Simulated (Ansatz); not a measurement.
## GeH4ClOF: molecular dynamics (part 1 of 4)

GeH4ClOF, computed with RKS PBE-D4/def2-SVP (Ansatz 0.2.0).

It belongs to a series of runs on one base structure; here: dynamics from the highest image of the converged band. Figures and captions count atoms from 1; the log counts them from 0 in places.

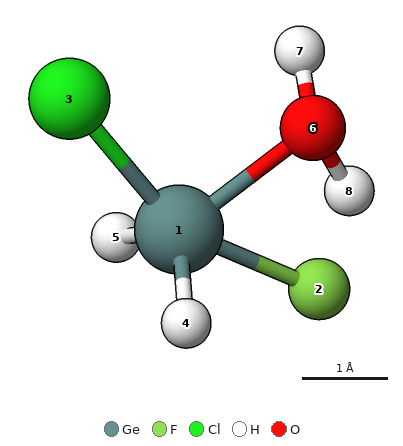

*The input geometry (ball-and-stick view, seen at a tilt; atoms are numbered from 1 in the order of the input). Sticks mark near contacts.*

The input:
```yaml
crystal:
  periodic: [false, false, false]
  atoms:
    - { symbol: Ge, position_ang: [0.143577, 0.201553, -0.065017] }
    - { symbol: F, position_ang: [-0.700273, 0.483098, 1.772765] }
    - { symbol: Cl, position_ang: [1.805685, 0.14264, -1.560345] }
    - { symbol: H, position_ang: [-0.902145, 1.094241, -0.748174] }
    - { symbol: H, position_ang: [0.015876, -1.311589, 0.194772] }
    - { symbol: O, position_ang: [1.261652, 1.329169, 1.134074] }
    - { symbol: H, position_ang: [2.155771, 0.964848, 1.290006] }
    - { symbol: H, position_ang: [0.459057, 1.048339, 1.854919] }
basis:
  gaussian: { orbitals: def2-SVP }
hamiltonian:
  xc: pbe
  dispersion: d4
md:
  timestep: 0.5
  n_steps: 200
  ensemble: nve
  temperature: 300.0
  initial_velocities: maxwell_boltzmann
  seed: 6452
```

Hardware: 2 threads of Intel Xeon (Granite Rapids), 32 GiB of memory available, shared host.

Command:
```bash
ansatz run input.yaml --threads 2 --pin off --max-ram 3072MiB --backend cpu --events-out ev --progress --plain --runs-dir out
```

The program's output:
```
Engine: ansatz 0.2.0, x86_64-unknown-linux-gnu
Functional definition: PBE
  parameter kappa = 0.804
  parameter beta = 0.06672455060314922
  exchange = pbe_x(kappa = kappa, mu = beta*pi^2/3)
  correlation = pbe_c(beta = beta)
1069 factors; their error is unknown
mean field evaluation 1: about -73832.6246 eV, gradient 5.8e1 eV
mean field evaluation 2: about -73813.8029 eV, gradient 1.2e2 eV
mean field evaluation 4: about -73837.9012 eV, gradient 7.6e0 eV
mean field evaluation 8: about -73838.0058 eV, gradient 1.7e-1 eV
mean field evaluation 16: about -73837.9434 eV, gradient 6.4e-5 eV
mean field -73837.94338585 eV, -2713.4943702744 hartree, gradient 6.5e-5 eV, S^2 0.000000; 0 other end points of the search recorded, 0 dependent functions left out
the calculation of the forces begins
reference -73837.94341593 eV, -2713.4943713800 hartree; 35, 35 occupied and 63, 63 virtual orbitals, 1069 factors
md step     0: t =     0.00 fs  T =   300.0 K  F+E_penalty+E_count = -73838.09355462 eV  E_kin = 0.232668 eV  conserved = -73837.86088663 eV  (26 SCF iters)
these checks for a lower state are left out or cut short: starts, cluster_reference, orbital_swaps, neighbouring_geometries, increment
1069 factors; their error is unknown
mean field -73837.94080889 eV, -2713.4942755727 hartree, gradient 1.5e-5 eV, S^2 0.000000; 0 other end points of the search recorded, 0 dependent functions left out
the calculation of the forces begins
reference -73837.94083891 eV, -2713.4942766762 hartree; 35, 35 occupied and 63, 63 virtual orbitals, 1069 factors
md step     1: t =     0.50 fs  T =   296.7 K  F+E_penalty+E_count = -73838.09093705 eV  E_kin = 0.230080 eV  conserved = -73837.86085737 eV  (29 SCF iters)
[... from here on the SCF iterations and repeated set-up lines of each step are left out, up to the last step ...]
md step     2: t =     1.00 fs  T =   286.8 K  F+E_penalty+E_count = -73838.08322252 eV  E_kin = 0.222443 eV  conserved = -73837.86077948 eV  (30 SCF iters)
md step     3: t =     1.50 fs  T =   272.0 K  F+E_penalty+E_count = -73838.07162479 eV  E_kin = 0.210954 eV  conserved = -73837.86067102 eV  (30 SCF iters)
md step     4: t =     2.00 fs  T =   254.4 K  F+E_penalty+E_count = -73838.05783926 eV  E_kin = 0.197283 eV  conserved = -73837.86055613 eV  (30 SCF iters)
md step     5: t =     2.50 fs  T =   236.2 K  F+E_penalty+E_count = -73838.04367030 eV  E_kin = 0.183214 eV  conserved = -73837.86045647 eV  (30 SCF iters)
md step     6: t =     3.00 fs  T =   219.6 K  F+E_penalty+E_count = -73838.03069205 eV  E_kin = 0.170307 eV  conserved = -73837.86038535 eV  (30 SCF iters)
md step     7: t =     3.50 fs  T =   205.9 K  F+E_penalty+E_count = -73838.02003990 eV  E_kin = 0.159694 eV  conserved = -73837.86034550 eV  (30 SCF iters)
md step     8: t =     4.00 fs  T =   196.0 K  F+E_penalty+E_count = -73838.01236178 eV  E_kin = 0.152029 eV  conserved = -73837.86033233 eV  (30 SCF iters)
md step     9: t =     4.50 fs  T =   190.2 K  F+E_penalty+E_count = -73838.00788185 eV  E_kin = 0.147543 eV  conserved = -73837.86033933 eV  (30 SCF iters)
md step    10: t =     5.00 fs  T =   188.4 K  F+E_penalty+E_count = -73838.00649849 eV  E_kin = 0.146137 eV  conserved = -73837.86036158 eV  (30 SCF iters)
md step    11: t =     5.50 fs  T =   190.1 K  F+E_penalty+E_count = -73838.00785829 eV  E_kin = 0.147461 eV  conserved = -73837.86039713 eV  (30 SCF iters)
md step    12: t =     6.00 fs  T =   194.6 K  F+E_penalty+E_count = -73838.01138862 eV  E_kin = 0.150943 eV  conserved = -73837.86044519 eV  (30 SCF iters)
md step    13: t =     6.50 fs  T =   200.9 K  F+E_penalty+E_count = -73838.01631170 eV  E_kin = 0.155808 eV  conserved = -73837.86050405 eV  (30 SCF iters)
md step    14: t =     7.00 fs  T =   207.7 K  F+E_penalty+E_count = -73838.02167531 eV  E_kin = 0.161107 eV  conserved = -73837.86056862 eV  (30 SCF iters)
md step    15: t =     7.50 fs  T =   213.8 K  F+E_penalty+E_count = -73838.02643343 eV  E_kin = 0.165803 eV  conserved = -73837.86063091 eV  (30 SCF iters)
md step    16: t =     8.00 fs  T =   217.8 K  F+E_penalty+E_count = -73838.02958271 eV  E_kin = 0.168904 eV  conserved = -73837.86067919 eV  (29 SCF iters)
md step    17: t =     8.50 fs  T =   218.7 K  F+E_penalty+E_count = -73838.03034603 eV  E_kin = 0.169645 eV  conserved = -73837.86070147 eV  (28 SCF iters)
md step    18: t =     9.00 fs  T =   216.2 K  F+E_penalty+E_count = -73838.02835989 eV  E_kin = 0.167671 eV  conserved = -73837.86068903 eV  (30 SCF iters)
md step    19: t =     9.50 fs  T =   210.4 K  F+E_penalty+E_count = -73838.02381010 eV  E_kin = 0.163170 eV  conserved = -73837.86063994 eV  (30 SCF iters)
md step    20: t =    10.00 fs  T =   202.3 K  F+E_penalty+E_count = -73838.01745918 eV  E_kin = 0.156898 eV  conserved = -73837.86056119 eV  (30 SCF iters)
md step    21: t =    10.50 fs  T =   193.5 K  F+E_penalty+E_count = -73838.01053373 eV  E_kin = 0.150066 eV  conserved = -73837.86046792 eV  (30 SCF iters)
md step    22: t =    11.00 fs  T =   185.8 K  F+E_penalty+E_count = -73838.00448597 eV  E_kin = 0.144106 eV  conserved = -73837.86037950 eV  (30 SCF iters)
md step    23: t =    11.50 fs  T =   181.0 K  F+E_penalty+E_count = -73838.00069263 eV  E_kin = 0.140379 eV  conserved = -73837.86031403 eV  (30 SCF iters)
md step    24: t =    12.00 fs  T =   180.4 K  F+E_penalty+E_count = -73838.00017457 eV  E_kin = 0.139890 eV  conserved = -73837.86028425 eV  (29 SCF iters)
md step    25: t =    12.50 fs  T =   184.5 K  F+E_penalty+E_count = -73838.00339863 eV  E_kin = 0.143101 eV  conserved = -73837.86029760 eV  (29 SCF iters)
md step    26: t =    13.00 fs  T =   193.2 K  F+E_penalty+E_count = -73838.01016850 eV  E_kin = 0.149810 eV  conserved = -73837.86035837 eV  (29 SCF iters)
md step    27: t =    13.50 fs  T =   205.1 K  F+E_penalty+E_count = -73838.01957205 eV  E_kin = 0.159102 eV  conserved = -73837.86046986 eV  (28 SCF iters)
md step    28: t =    14.00 fs  T =   218.3 K  F+E_penalty+E_count = -73838.02995744 eV  E_kin = 0.169325 eV  conserved = -73837.86063248 eV  (28 SCF iters)
md step    29: t =    14.50 fs  T =   229.7 K  F+E_penalty+E_count = -73838.03897104 eV  E_kin = 0.178136 eV  conserved = -73837.86083474 eV  (28 SCF iters)
md step    30: t =    15.00 fs  T =   235.6 K  F+E_penalty+E_count = -73838.04378496 eV  E_kin = 0.182745 eV  conserved = -73837.86104013 eV  (28 SCF iters)
md step    31: t =    15.50 fs  T =   232.8 K  F+E_penalty+E_count = -73838.04169959 eV  E_kin = 0.180522 eV  conserved = -73837.86117735 eV  (27 SCF iters)
md step    32: t =    16.00 fs  T =   219.3 K  F+E_penalty+E_count = -73838.03123089 eV  E_kin = 0.170078 eV  conserved = -73837.86115315 eV  (29 SCF iters)
md step    33: t =    16.50 fs  T =   196.7 K  F+E_penalty+E_count = -73838.01344908 eV  E_kin = 0.152545 eV  conserved = -73837.86090415 eV  (29 SCF iters)
md step    34: t =    17.00 fs  T =   170.6 K  F+E_penalty+E_count = -73837.99276785 eV  E_kin = 0.132290 eV  conserved = -73837.86047798 eV  (29 SCF iters)
md step    35: t =    17.50 fs  T =   149.5 K  F+E_penalty+E_count = -73837.97604940 eV  E_kin = 0.115981 eV  conserved = -73837.86006870 eV  (29 SCF iters)
md step    36: t =    18.00 fs  T =   141.5 K  F+E_penalty+E_count = -73837.96963643 eV  E_kin = 0.109717 eV  conserved = -73837.85991919 eV  (29 SCF iters)
md step    37: t =    18.50 fs  T =   149.1 K  F+E_penalty+E_count = -73837.97580172 eV  E_kin = 0.115671 eV  conserved = -73837.86013092 eV  (27 SCF iters)
md step    38: t =    19.00 fs  T =   168.6 K  F+E_penalty+E_count = -73837.99130671 eV  E_kin = 0.130735 eV  conserved = -73837.86057176 eV  (29 SCF iters)
md step    39: t =    19.50 fs  T =   191.3 K  F+E_penalty+E_count = -73838.00933551 eV  E_kin = 0.148345 eV  conserved = -73837.86099068 eV  (29 SCF iters)
md step    40: t =    20.00 fs  T =   208.9 K  F+E_penalty+E_count = -73838.02320071 eV  E_kin = 0.161993 eV  conserved = -73837.86120790 eV  (28 SCF iters)
md step    41: t =    20.50 fs  T =   216.5 K  F+E_penalty+E_count = -73838.02912459 eV  E_kin = 0.167930 eV  conserved = -73837.86119458 eV  (29 SCF iters)
md step    42: t =    21.00 fs  T =   213.8 K  F+E_penalty+E_count = -73838.02685064 eV  E_kin = 0.165827 eV  conserved = -73837.86102324 eV  (29 SCF iters)
md step    43: t =    21.50 fs  T =   203.6 K  F+E_penalty+E_count = -73838.01867544 eV  E_kin = 0.157888 eV  conserved = -73837.86078790 eV  (29 SCF iters)
md step    44: t =    22.00 fs  T =   190.2 K  F+E_penalty+E_count = -73838.00805371 eV  E_kin = 0.147496 eV  conserved = -73837.86055795 eV  (29 SCF iters)
md step    45: t =    22.50 fs  T =   178.1 K  F+E_penalty+E_count = -73837.99849663 eV  E_kin = 0.138124 eV  conserved = -73837.86037221 eV  (29 SCF iters)
md step    46: t =    23.00 fs  T =   171.0 K  F+E_penalty+E_count = -73837.99290710 eV  E_kin = 0.132657 eV  conserved = -73837.86025025 eV  (29 SCF iters)
md step    47: t =    23.50 fs  T =   171.5 K  F+E_penalty+E_count = -73837.99321470 eV  E_kin = 0.133011 eV  conserved = -73837.86020374 eV  (30 SCF iters)
md step    48: t =    24.00 fs  T =   180.4 K  F+E_penalty+E_count = -73838.00015410 eV  E_kin = 0.139912 eV  conserved = -73837.86024166 eV  (29 SCF iters)
md step    49: t =    24.50 fs  T =   196.9 K  F+E_penalty+E_count = -73838.01311443 eV  E_kin = 0.152746 eV  conserved = -73837.86036892 eV  (29 SCF iters)
md step    50: t =    25.00 fs  T =   218.5 K  F+E_penalty+E_count = -73838.03007780 eV  E_kin = 0.169497 eV  conserved = -73837.86058066 eV  (29 SCF iters)
md step    51: t =    25.50 fs  T =   241.0 K  F+E_penalty+E_count = -73838.04773426 eV  E_kin = 0.186881 eV  conserved = -73837.86085331 eV  (29 SCF iters)
md step    52: t =    26.00 fs  T =   258.9 K  F+E_penalty+E_count = -73838.06190980 eV  E_kin = 0.200776 eV  conserved = -73837.86113361 eV  (29 SCF iters)
md step    53: t =    26.50 fs  T =   267.1 K  F+E_penalty+E_count = -73838.06845669 eV  E_kin = 0.207124 eV  conserved = -73837.86133302 eV  (29 SCF iters)
md step    54: t =    27.00 fs  T =   262.1 K  F+E_penalty+E_count = -73838.06465060 eV  E_kin = 0.203308 eV  conserved = -73837.86134305 eV  (29 SCF iters)
md step    55: t =    27.50 fs  T =   244.6 K  F+E_penalty+E_count = -73838.05080678 eV  E_kin = 0.189717 eV  conserved = -73837.86108962 eV  (28 SCF iters)
md step    56: t =    28.00 fs  T =   220.1 K  F+E_penalty+E_count = -73838.03127544 eV  E_kin = 0.170662 eV  conserved = -73837.86061315 eV  (27 SCF iters)
md step    57: t =    28.50 fs  T =   198.0 K  F+E_penalty+E_count = -73838.01364734 eV  E_kin = 0.153533 eV  conserved = -73837.86011417 eV  (28 SCF iters)
md step    58: t =    29.00 fs  T =   188.0 K  F+E_penalty+E_count = -73838.00565045 eV  E_kin = 0.145786 eV  conserved = -73837.85986482 eV  (28 SCF iters)
md step    59: t =    29.50 fs  T =   194.8 K  F+E_penalty+E_count = -73838.01110200 eV  E_kin = 0.151087 eV  conserved = -73837.86001492 eV  (28 SCF iters)
md step    60: t =    30.00 fs  T =   215.6 K  F+E_penalty+E_count = -73838.02771315 eV  E_kin = 0.167244 eV  conserved = -73837.86046869 eV  (28 SCF iters)
md step    61: t =    30.50 fs  T =   241.8 K  F+E_penalty+E_count = -73838.04847048 eV  E_kin = 0.187500 eV  conserved = -73837.86097094 eV  (28 SCF iters)
md step    62: t =    31.00 fs  T =   263.2 K  F+E_penalty+E_count = -73838.06540824 eV  E_kin = 0.204110 eV  conserved = -73837.86129851 eV  (28 SCF iters)
md step    63: t =    31.50 fs  T =   272.9 K  F+E_penalty+E_count = -73838.07303426 eV  E_kin = 0.211662 eV  conserved = -73837.86137202 eV  (29 SCF iters)
md step    64: t =    32.00 fs  T =   268.8 K  F+E_penalty+E_count = -73838.06971587 eV  E_kin = 0.208482 eV  conserved = -73837.86123362 eV  (29 SCF iters)
md step    65: t =    32.50 fs  T =   253.0 K  F+E_penalty+E_count = -73838.05719502 eV  E_kin = 0.196220 eV  conserved = -73837.86097534 eV  (29 SCF iters)
md step    66: t =    33.00 fs  T =   230.2 K  F+E_penalty+E_count = -73838.03924522 eV  E_kin = 0.178561 eV  conserved = -73837.86068428 eV  (29 SCF iters)
md step    67: t =    33.50 fs  T =   206.2 K  F+E_penalty+E_count = -73838.02030807 eV  E_kin = 0.159885 eV  conserved = -73837.86042334 eV  (29 SCF iters)
md step    68: t =    34.00 fs  T =   186.0 K  F+E_penalty+E_count = -73838.00446244 eV  E_kin = 0.144232 eV  conserved = -73837.86023022 eV  (29 SCF iters)
md step    69: t =    34.50 fs  T =   173.6 K  F+E_penalty+E_count = -73837.99476560 eV  E_kin = 0.134640 eV  conserved = -73837.86012598 eV  (29 SCF iters)
md step    70: t =    35.00 fs  T =   171.2 K  F+E_penalty+E_count = -73837.99287561 eV  E_kin = 0.132754 eV  conserved = -73837.86012126 eV  (29 SCF iters)
md step    71: t =    35.50 fs  T =   178.8 K  F+E_penalty+E_count = -73837.99886481 eV  E_kin = 0.138645 eV  conserved = -73837.86021967 eV  (29 SCF iters)
md step    72: t =    36.00 fs  T =   194.4 K  F+E_penalty+E_count = -73838.01117135 eV  E_kin = 0.150753 eV  conserved = -73837.86041873 eV  (29 SCF iters)
md step    73: t =    36.50 fs  T =   214.0 K  F+E_penalty+E_count = -73838.02668715 eV  E_kin = 0.165983 eV  conserved = -73837.86070391 eV  (29 SCF iters)
md step    74: t =    37.00 fs  T =   232.1 K  F+E_penalty+E_count = -73838.04106752 eV  E_kin = 0.180032 eV  conserved = -73837.86103506 eV  (29 SCF iters)
md step    75: t =    37.50 fs  T =   242.6 K  F+E_penalty+E_count = -73838.04944891 eV  E_kin = 0.188119 eV  conserved = -73837.86132990 eV  (27 SCF iters)
md step    76: t =    38.00 fs  T =   240.3 K  F+E_penalty+E_count = -73838.04780109 eV  E_kin = 0.186344 eV  conserved = -73837.86145686 eV  (27 SCF iters)
md step    77: t =    38.50 fs  T =   223.9 K  F+E_penalty+E_count = -73838.03492605 eV  E_kin = 0.173647 eV  conserved = -73837.86127909 eV  (27 SCF iters)
md step    78: t =    39.00 fs  T =   198.0 K  F+E_penalty+E_count = -73838.01436594 eV  E_kin = 0.153596 eV  conserved = -73837.86076945 eV  (29 SCF iters)
md step    79: t =    39.50 fs  T =   173.2 K  F+E_penalty+E_count = -73837.99449150 eV  E_kin = 0.134353 eV  conserved = -73837.86013866 eV  (29 SCF iters)
md step    80: t =    40.00 fs  T =   161.6 K  F+E_penalty+E_count = -73837.98511301 eV  E_kin = 0.125329 eV  conserved = -73837.85978448 eV  (28 SCF iters)
md step    81: t =    40.50 fs  T =   169.7 K  F+E_penalty+E_count = -73837.99158975 eV  E_kin = 0.131604 eV  conserved = -73837.85998538 eV  (27 SCF iters)
md step    82: t =    41.00 fs  T =   193.7 K  F+E_penalty+E_count = -73838.01084157 eV  E_kin = 0.150216 eV  conserved = -73837.86062531 eV  (28 SCF iters)
md step    83: t =    41.50 fs  T =   221.5 K  F+E_penalty+E_count = -73838.03307204 eV  E_kin = 0.171780 eV  conserved = -73837.86129225 eV  (28 SCF iters)
md step    84: t =    42.00 fs  T =   240.1 K  F+E_penalty+E_count = -73838.04781012 eV  E_kin = 0.186175 eV  conserved = -73837.86163478 eV  (28 SCF iters)
md step    85: t =    42.50 fs  T =   242.0 K  F+E_penalty+E_count = -73838.04926839 eV  E_kin = 0.187699 eV  conserved = -73837.86156981 eV  (28 SCF iters)
md step    86: t =    43.00 fs  T =   227.8 K  F+E_penalty+E_count = -73838.03786888 eV  E_kin = 0.176644 eV  conserved = -73837.86122490 eV  (29 SCF iters)
md step    87: t =    43.50 fs  T =   203.4 K  F+E_penalty+E_count = -73838.01853942 eV  E_kin = 0.157756 eV  conserved = -73837.86078358 eV  (29 SCF iters)
md step    88: t =    44.00 fs  T =   177.4 K  F+E_penalty+E_count = -73837.99795946 eV  E_kin = 0.137571 eV  conserved = -73837.86038811 eV  (28 SCF iters)
md step    89: t =    44.50 fs  T =   157.5 K  F+E_penalty+E_count = -73837.98228844 eV  E_kin = 0.122171 eV  conserved = -73837.86011766 eV  (29 SCF iters)
md step    90: t =    45.00 fs  T =   149.3 K  F+E_penalty+E_count = -73837.97581562 eV  E_kin = 0.115811 eV  conserved = -73837.86000444 eV  (28 SCF iters)
md step    91: t =    45.50 fs  T =   155.1 K  F+E_penalty+E_count = -73837.98034993 eV  E_kin = 0.120292 eV  conserved = -73837.86005800 eV  (28 SCF iters)
md step    92: t =    46.00 fs  T =   173.7 K  F+E_penalty+E_count = -73837.99502473 eV  E_kin = 0.134746 eV  conserved = -73837.86027845 eV  (28 SCF iters)
md step    93: t =    46.50 fs  T =   200.7 K  F+E_penalty+E_count = -73838.01631879 eV  E_kin = 0.155664 eV  conserved = -73837.86065452 eV  (29 SCF iters)
md step    94: t =    47.00 fs  T =   228.5 K  F+E_penalty+E_count = -73838.03833225 eV  E_kin = 0.177191 eV  conserved = -73837.86114101 eV  (29 SCF iters)
md step    95: t =    47.50 fs  T =   247.6 K  F+E_penalty+E_count = -73838.05365253 eV  E_kin = 0.192032 eV  conserved = -73837.86162022 eV  (27 SCF iters)
md step    96: t =    48.00 fs  T =   249.4 K  F+E_penalty+E_count = -73838.05533879 eV  E_kin = 0.193460 eV  conserved = -73837.86187918 eV  (29 SCF iters)
md step    97: t =    48.50 fs  T =   230.2 K  F+E_penalty+E_count = -73838.04022544 eV  E_kin = 0.178552 eV  conserved = -73837.86167371 eV  (28 SCF iters)
md step    98: t =    49.00 fs  T =   195.3 K  F+E_penalty+E_count = -73838.01239119 eV  E_kin = 0.151453 eV  conserved = -73837.86093845 eV  (28 SCF iters)
md step    99: t =    49.50 fs  T =   159.4 K  F+E_penalty+E_count = -73837.98366803 eV  E_kin = 0.123652 eV  conserved = -73837.86001635 eV  (26 SCF iters)
md step   100: t =    50.00 fs  T =   140.1 K  F+E_penalty+E_count = -73837.96818501 eV  E_kin = 0.108637 eV  conserved = -73837.85954820 eV  (26 SCF iters)
md step   101: t =    50.50 fs  T =   145.8 K  F+E_penalty+E_count = -73837.97296672 eV  E_kin = 0.113056 eV  conserved = -73837.85991092 eV  (26 SCF iters)
md step   102: t =    51.00 fs  T =   169.9 K  F+E_penalty+E_count = -73837.99257308 eV  E_kin = 0.131763 eV  conserved = -73837.86080972 eV  (26 SCF iters)
md step   103: t =    51.50 fs  T =   195.6 K  F+E_penalty+E_count = -73838.01331742 eV  E_kin = 0.151725 eV  conserved = -73837.86159199 eV  (26 SCF iters)
md step   104: t =    52.00 fs  T =   207.5 K  F+E_penalty+E_count = -73838.02280327 eV  E_kin = 0.160960 eV  conserved = -73837.86184346 eV  (28 SCF iters)
md step   105: t =    52.50 fs  T =   199.6 K  F+E_penalty+E_count = -73838.01638483 eV  E_kin = 0.154804 eV  conserved = -73837.86158100 eV  (28 SCF iters)
md step   106: t =    53.00 fs  T =   175.8 K  F+E_penalty+E_count = -73837.99737618 eV  E_kin = 0.136324 eV  conserved = -73837.86105256 eV  (28 SCF iters)
```
